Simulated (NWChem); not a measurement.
**CsBr (SMILES [Br][Cs]): levels of theory compared**

We compute a comparison of 6 runs (r2SCAN/def2-TZVPP, B3LYP/def2-TZVPP, BLYP/def2-TZVPP, revPBE/def2-TZVPP, CCSD/def2-TZVPP, CCSD(T)/def2-TZVPP) of CsBr. 

Program for the calculation: NWChem 7.3.0.

3 further runs of the same task are left out: 1 that didn't finish, 2 set aside as unsound or not needed.

**1. Starting point**

CsBr: 2 atoms, total charge 0, spin state singlet. As SMILES, `[Br][Cs]`. The Br1–Cs2 distance was set to 5.530 Å, away from the relaxed value.

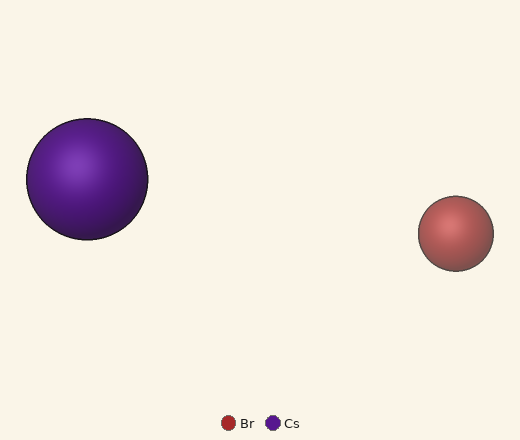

The structure, seen from a chosen angle (bromine red, caesium purple).

**2. The energy at r2SCAN/def2-TZVPP (core potential) (run 1)**

Contents of run.py:

```python
from ase import Atoms
from ase.calculators.nwchem import NWChem

system = Atoms(['Br', 'Cs'], positions=[
    [0.000000, 0.000000, -2.457849],
    [0.000000, 0.000000, 3.072251],
])

calc = NWChem(
    label='a',
    theory='dft',
    memory='2200 mb',
    basis='def2-TZVPP',
    basispar='spherical bse',
    dft={'xc': 'r2scan', 'mult': '1', 'grid': 'xfine', 'convergence': 'energy 1e-08', 'iterations': '100', 'mulliken': None, 'print': 'low'},
    task='energy',
    **{'ecp bse': {'Cs library': 'def2-TZVPP'}},
)
system.calc = calc

e = system.get_potential_energy()
print(f"E = {e:.6f} eV")
```

The run is started by

```bash
export ASE_NWCHEM_COMMAND="nwchem PREFIX.nwi > PREFIX.nwo"
python run.py
```

The program printed:

```text
E = -70595.280675 eV
```

The calculator wrote a.nwi:

```
title "a"

permanent_dir a

scratch_dir a

start a

geometry units angstrom nocenter noautosym noautoz
  Br 0.0000000000000000e+00 0.0000000000000000e+00 -2.4578490000000000e+00
  Cs 0.0000000000000000e+00 0.0000000000000000e+00 3.0722510000000001e+00
end

memory 2200 mb

basis spherical bse noprint
   * library def2-TZVPP
end

dft
  xc r2scan
  mult 1
  grid xfine
  convergence energy 1e-08
  iterations 100
  mulliken
  print low
end
ecp bse
  Cs library def2-TZVPP
end

task dft energy
```

a.nwo:

```text
Northwest Computational Chemistry Package (NWChem) 7.3.0
             --------------------------------------------------------

           Job information
           ---------------

    nwchem branch   = 7.3.0
    use scalapack   = T
    input           = a.nwi
    prefix          = a.
    data base       = a/a.db
    status          = startup
    nproc           =        1

           Memory information
           ------------------

    heap     =     72089596 doubles =      550.0 Mbytes
    stack    =     72089601 doubles =      550.0 Mbytes
    global   =    144179200 doubles =     1100.0 Mbytes (distinct from heap & stack)
    total    =    288358397 doubles =     2200.0 Mbytes
    verify   = yes
    hardfail = no

[... 33 lines left out ...]
            Nuclear Dipole moment (a.u.)
[... 38 lines left out ...]
   convergence    iter        energy       DeltaE   RMS-Dens  Diis-err    time
[... 15 lines left out ...]
         Total DFT energy =    -2594.328734751360
      One electron energy =    -3681.866835380805
           Coulomb energy =     1151.953995679598
    Exchange-Corr. energy =      -94.558357832906
 Nuclear repulsion energy =       30.142462782753
[... 5 lines left out ...]
     ---------------------------------------------
      Total Density - Mulliken Population Analysis
     ---------------------------------------------

    Atom       Charge   Shell Charges
 -----------   ------   -------------------------------------------------------
    1 Br  35    35.84   2.00  2.01  1.16  0.78  1.00  1.04  6.00  5.93  1.37  2.54  2.01  8.95  1.00  0.04  0.01  0.00
    2 Cs   9     8.16  -0.32  1.61  0.71  0.07  0.00  5.48  0.52  0.03  0.00  0.02  0.04  0.00

     -------------------------------------------
      Total Density - Lowdin Population Analysis
     -------------------------------------------

    Atom       Charge   Shell Charges
 -----------   ------   -------------------------------------------------------
    1 Br  35    35.79   2.00  2.00  1.15  0.83  0.87  1.11  5.98  5.66  1.63  2.54  2.03  8.53  1.23  0.23  0.01  0.00
    2 Cs   9     8.21   0.01  0.97  0.93  0.12  0.04  4.78  1.20  0.06  0.00  0.02  0.07  0.00

 Task  times  cpu:       74.1s     wall:       74.1s
 Total times  cpu:       74.1s     wall:       74.1s
```

Wall time 75 s (1 thread of Intel Xeon 6975P-C (Granite Rapids), shared host); peak memory 0.12 GiB.

**3. The energy at B3LYP/def2-TZVPP (core potential) (run 2)**

Contents of run.py:

```python
from ase import Atoms
from ase.calculators.nwchem import NWChem

mol = Atoms(['Br', 'Cs'], positions=[
    [0.000000, 0.000000, -2.457849],
    [0.000000, 0.000000, 3.072251],
])

calc = NWChem(
    label='sp',
    theory='dft',
    memory='2200 mb',
    basis='def2-TZVPP',
    basispar='spherical bse',
    dft={'xc': 'b3lyp', 'mult': '1', 'grid': 'xfine', 'convergence': 'energy 1e-08', 'iterations': '100', 'mulliken': None},
    task='energy',
    **{'ecp bse': {'Cs library': 'def2-TZVPP'}},
)
mol.calc = calc

print("Total energy (eV):", round(mol.get_potential_energy(), 6))
print("dipole (e A):", mol.get_dipole_moment().round(4))
```

The run is started by

```bash
export ASE_NWCHEM_COMMAND="nwchem PREFIX.nwi > PREFIX.nwo"
python run.py
```

The program printed:

```text
Total energy (eV): -70596.440865
dipole (e A): [-0.      0.      4.7195]
```

The calculator wrote sp.nwi:

```
title "sp"

permanent_dir sp

scratch_dir sp

start sp

geometry units angstrom nocenter noautosym noautoz
  Br 0.0000000000000000e+00 0.0000000000000000e+00 -2.4578490000000000e+00
  Cs 0.0000000000000000e+00 0.0000000000000000e+00 3.0722510000000001e+00
end

memory 2200 mb

basis spherical bse noprint
   * library def2-TZVPP
end

dft
  xc b3lyp
  mult 1
  grid xfine
  convergence energy 1e-08
  iterations 100
  mulliken
end
ecp bse
  Cs library def2-TZVPP
end

task dft energy
```

sp.nwo:

```text
Northwest Computational Chemistry Package (NWChem) 7.3.0
             --------------------------------------------------------

           Job information
           ---------------

    nwchem branch   = 7.3.0
    use scalapack   = T
    input           = sp.nwi
    prefix          = sp.
    data base       = sp/sp.db
    status          = startup
    nproc           =        1

           Memory information
           ------------------

    heap     =     72089596 doubles =      550.0 Mbytes
    stack    =     72089601 doubles =      550.0 Mbytes
    global   =    144179200 doubles =     1100.0 Mbytes (distinct from heap & stack)
    total    =    288358397 doubles =     2200.0 Mbytes
    verify   = yes
    hardfail = no

[... 64 lines left out ...]
  convergence criterion.
[... 18 lines left out ...]
          Convergence on density requested:  1.00D-05
[... 24 lines left out ...]
          Convergence Information
[... 58 lines left out ...]
   convergence    iter        energy       DeltaE   RMS-Dens  Diis-err    time
[... 34 lines left out ...]
           Coulomb energy =     1151.477158817792
[... 7 lines left out ...]
                       DFT Final Molecular Orbital Analysis
[... 610 lines left out ...]
 center of mass
 --------------
 x =   0.00000000 y =   0.00000000 z =   1.88149956

 moments of inertia (a.u.)
 ------------------
        5450.370670425902           0.000000000000           0.000000000000
           0.000000000000        5450.370670425902           0.000000000000
           0.000000000000           0.000000000000           0.000000000000

     Multipole analysis of the density
     ---------------------------------

     L   x y z        total         alpha         beta         nuclear
     -   - - -        -----         -----         ----         -------
     0   0 0 0      0.000000    -22.000000    -22.000000     44.000000

     1   1 0 0     -0.000032     -0.000016     -0.000016      0.000000
[... 8 lines of this table left out ...]
     2   0 0 2    -16.824234   -537.615807   -537.615807   1058.407381

 Task  times  cpu:      105.2s     wall:      105.2s
 Total times  cpu:      105.2s     wall:      105.2s
```

Run time: 1.8 min. Hardware: 1 thread of Intel Xeon 6975P-C (Granite Rapids), shared host; peak memory 0.12 GiB.

Runs 3 to 5 aren't shown in full; the table further down has their settings and results.

**4. A single-point energy at CCSD(T)/def2-TZVPP (core potential) (run 6)**

Contents of test.nw:

```
start test
title "BrCs"
memory total 2200 mb

geometry units angstrom noautosym nocenter noautoz
   Br       0.000000       0.000000      -2.457849
   Cs       0.000000       0.000000       3.072251
end

basis spherical bse
   * library def2-TZVPP
end

ecp bse
   Cs library def2-TZVPP
end

scf
   thresh 1e-08
   maxiter 80
   print low
end

ccsd
   freeze core 9
   maxiter 60
end

task ccsd(t) energy
```

The run is started by

```bash
nwchem test.nw > test.out
```

The program printed:

```text
[...]
  functions       =    84
[...]
  wavefunction    = RHF
[...]
         Total SCF energy =  -2592.308756365897
      One-electron energy =  -3682.917438199977
      Two-electron energy =   1060.466219051326
 Nuclear repulsion energy =     30.142462782753
        Time for solution =     11.6s
[...]
 Total MP2 energy:          -2592.720189711374587
[...]
             energy      energy      error      ampl     ampl      Block
                                                time     time      time
[...]
 Total CCSD energy:          -2592.739708912992228
[...]
 Total CCSD+T(CCSD) energy:          -2592.752425374496397
[...]
 Total CCSD(T) energy:               -2592.752167361119973
[...]
```

It took 89 s on 1 thread of Intel Xeon 6975P-C (Granite Rapids), shared host; peak memory 0.24 GiB.

**5. Overview of the runs**

```csv
run,level,integration grid,iteration cap,energy (Eh),wall time
1,r2SCAN/def2-TZVPP (core potential),xfine,100,-2594.328735,75 s
2,B3LYP/def2-TZVPP (core potential),xfine,100,-2594.371371,1.8 min
3,BLYP/def2-TZVPP (core potential),xfine,100,-2594.329128,37 s
4,revPBE/def2-TZVPP (core potential),xfine,100,-2594.145801,49 s
5,CCSD/def2-TZVPP (core potential),–,80,-2592.739709,87 s
6,CCSD(T)/def2-TZVPP (core potential),–,80,-2592.752167,89 s
```

**6. Summary of results**

```
                                          quantity           value
                               run 6: total energy  -2592.75217 Eh
run 6: correlation energy (9 core orbitals frozen)      -443.4 mEh
                             run 6: (T) correction      -12.46 mEh
```

What this shows: Over runs 2, 3, 4 the dipole moment (its size) runs from 20.44 D (BLYP/def2-TZVPP) to 22.67 D (B3LYP/def2-TZVPP). Totals of different functionals can't be ranked against each other. All runs together took 7.4 min, the longest 1.8 min.
